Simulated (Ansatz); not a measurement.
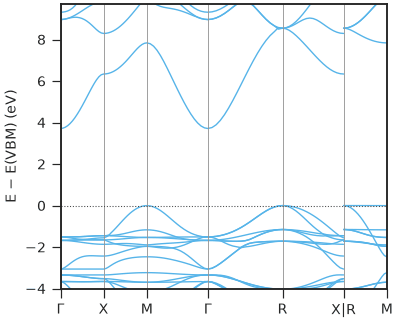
Figure. Band structure from plane-wave PAW PBE (Ansatz code)

Question: Read off the gap and where the band edges lie.

Answer: About 3.7 eV (3.71 eV by a search for the band edges); maximum at R, minimum at Γ.

The material is KZnF3 (cubic perovskite, Pm-3m).

The cell was relaxed with PBE under the symmetry of its start.

Potentials: the later of the program's two PAW sets.
